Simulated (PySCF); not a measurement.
**CH2AlNO2: NMR shielding calculation**

CH2AlNO2, computed with GIAO PBE0/pcSseg-2 NMR shielding, non-relativistic, gas phase (PySCF 2.14.0).

The geometry comes from this level: PBE0-D3(BJ)/def2-SVP. Figures and captions count atoms from 1; the log counts them from 0 in places.

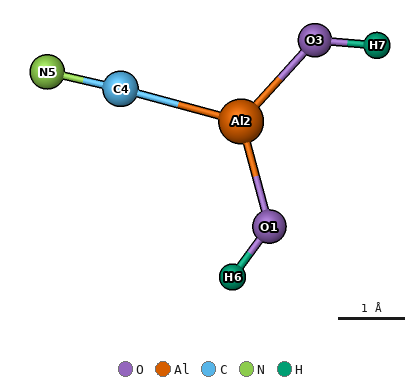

Fig. 1: The structure (ball-and-stick view, seen on its broad side; atoms are numbered from 1 in the order of the input). Sticks mark near contacts. Bond lengths as drawn: Al–C 1.93 Å, Al–O 1.68 to 1.69 Å, C–N 1.16 Å and H–O 0.96 Å.

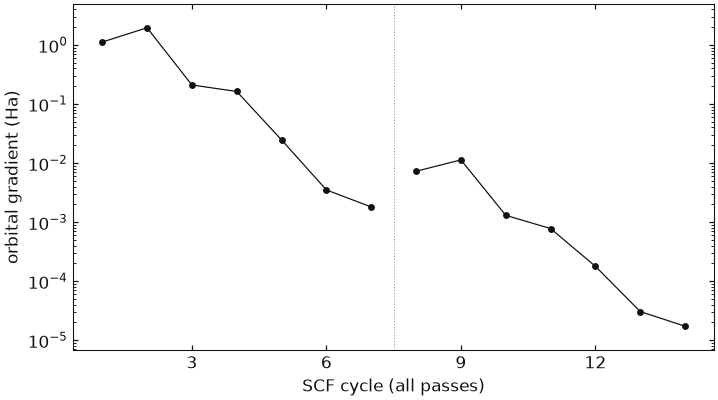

Fig. 2: Convergence of the self-consistent field: orbital gradient against the SCF cycle. The dotted line marks the change from a coarse to the final integration grid. The first 7 cycles use a coarse grid, the final grid takes over at cycle 8, and the field converges after 14 cycles in all.

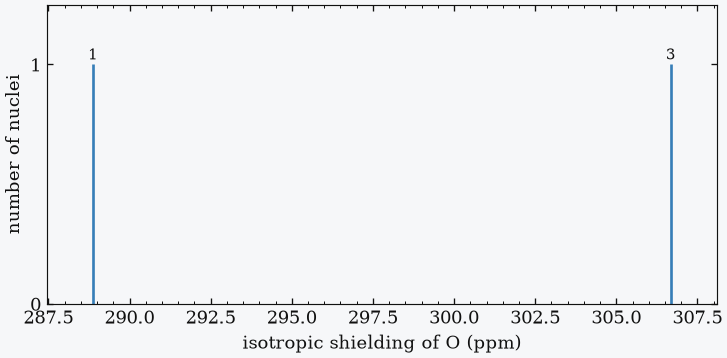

Fig. 3: Isotropic shieldings of the oxygen nuclei in this fixed geometry, labelled by atom number; shielding grows to the right, so chemical shift grows to the left. The least shielded is O1 (288.9 ppm), the most shielded O3 (306.7 ppm).

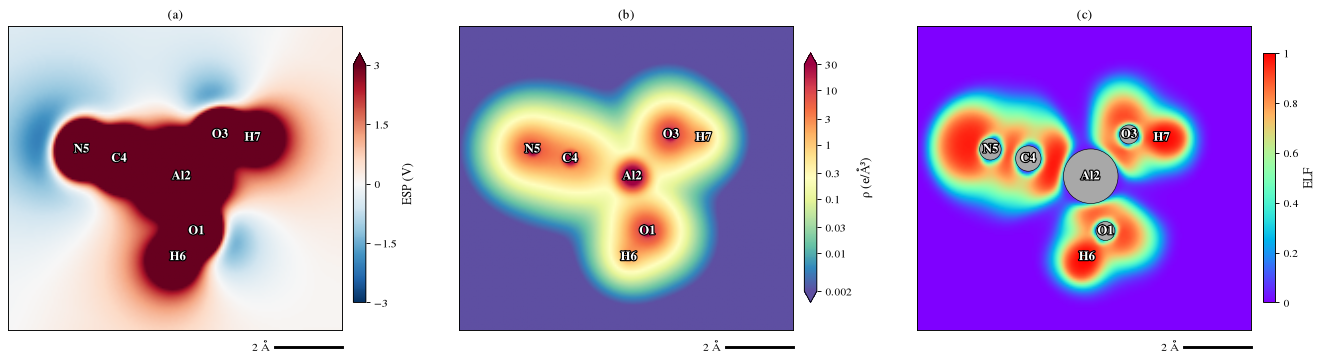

Fig. 4: (a) molecular electrostatic potential; (b) total electron density; (c) ELF on the molecular plane. Grey discs, where drawn, cover atomic cores. C–N (1.16 Å): ρ at the midpoint is about 3.7 e/Å³; the ELF peaks at about 0.90 between the atoms; a double or triple bond. Al–O (1.68 Å): ρ is about 0.97 e/Å³ halfway; the ELF peaks at about 0.85 in the valence shell of O, 0.6 Å from its nucleus, and is about 0.45 at the midpoint.

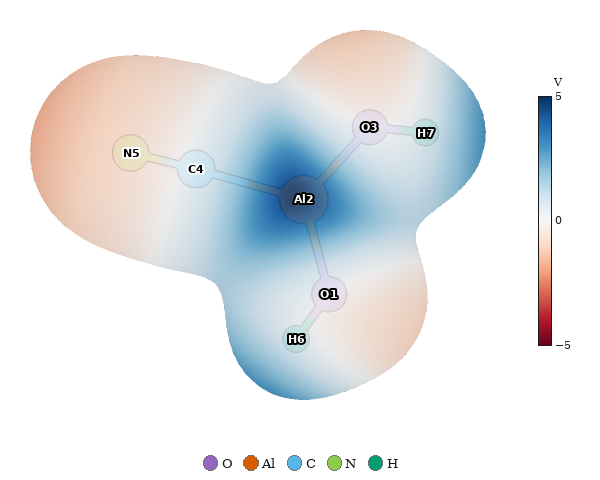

Fig. 5: The electrostatic potential painted on the density surface at 0.002 e/bohr³, seen face on; red is negative and blue positive. Its dipole moment is 3.74 D.

These pictures come from the run below.

### The input
```
{"job": {"kind": "nmr", "xc": "PBE0", "basis": "pcSseg-2"}, "charge": 0, "multiplicity": 1}
O      0.897048     0.860729    -1.133780
Al     0.133352     0.031426     0.119365
O      0.855576    -0.207195     1.618928
C     -1.635908    -0.698322    -0.113725
N     -2.701387    -1.122419    -0.294172
H      0.560224     1.061006    -2.007617
H      1.724445     0.088001     1.893600
```

The first line tells a small driver script what to run in PySCF; the rest is the geometry in Å.

Launch command:
```bash
OMP_NUM_THREADS=1 python <driver script> task.json out
```

### The program's output
```
coarse grid: 7184 points
cycle   1  E = -486.5601160691  dE =  4.767e-01  |g| = 1.118e+00  |ddm| = 2.127e+00
cycle   2  E = -486.0566870065  dE =  5.034e-01  |g| = 1.948e+00  |ddm| = 1.423e+00
cycle   3  E = -486.7776815453  dE = -7.210e-01  |g| = 2.096e-01  |ddm| = 1.014e+00
cycle   4  E = -486.7817574792  dE = -4.076e-03  |g| = 1.627e-01  |ddm| = 1.474e-01
cycle   5  E = -486.7873338696  dE = -5.576e-03  |g| = 2.459e-02  |ddm| = 7.414e-02
cycle   6  E = -486.7874685706  dE = -1.347e-04  |g| = 3.502e-03  |ddm| = 1.766e-02
cycle   7  E = -486.7874705866  dE = -2.016e-06  |g| = 1.802e-03  |ddm| = 2.875e-03
final grid: 67256 points
cycle   8  E = -486.7884145672  dE = -4.679e-05  |g| = 7.251e-03  |ddm| = 2.074e-02
cycle   9  E = -486.7884012300  dE =  1.334e-05  |g| = 1.129e-02  |ddm| = 8.672e-03
cycle  10  E = -486.7884239424  dE = -2.271e-05  |g| = 1.300e-03  |ddm| = 5.159e-03
cycle  11  E = -486.7884241911  dE = -2.487e-07  |g| = 7.769e-04  |ddm| = 8.622e-04
cycle  12  E = -486.7884243113  dE = -1.202e-07  |g| = 1.779e-04  |ddm| = 3.708e-04
cycle  13  E = -486.7884243182  dE = -6.933e-09  |g| = 3.053e-05  |ddm| = 1.107e-04
cycle  14  E = -486.7884243183  dE = -1.122e-10  |g| = 1.723e-05  |ddm| = 1.857e-05
converged SCF energy = -486.7884243183

GIAO shielding tensors (ppm)
atom      isotropic    diamagn.    paramagn.     s11        s22        s33       span
  0 O      288.878     387.452     -98.574    238.048    284.515    344.071    106.023
  1 Al     466.972     792.428    -325.456    407.195    463.573    530.148    122.954
  2 O      306.681     386.079     -79.397    261.263    295.155    363.625    102.363
  3 C       54.813     263.062    -208.249    -63.781    -56.536    284.756    348.537
  4 N     -111.228     330.676    -441.904   -347.858   -313.948    328.123    675.981
  5 H       29.161      31.253      -2.092     22.026     22.918     42.538     20.512
  6 H       29.745      30.691      -0.946     21.667     23.069     44.498     22.831
```

### Results in brief

| quantity | value |
| --- | --- |
| outcome | converged |
| total energy | −486.788424 hartree |
| HOMO | −9.76 eV |
| LUMO | −1.32 eV |
| dipole moment | 3.74 D |
| isotropic shielding, O | 288.9 to 306.7 ppm |
| isotropic shielding, Al | 467.0 ppm |
| isotropic shielding, C | 54.8 ppm |
| isotropic shielding, N | −111.2 ppm |
| isotropic shielding, H | 29.2 to 29.7 ppm |
| hardware | 1 CPU thread, shared host |
| wall time | 21 s |
| peak memory | 0.81 GiB |
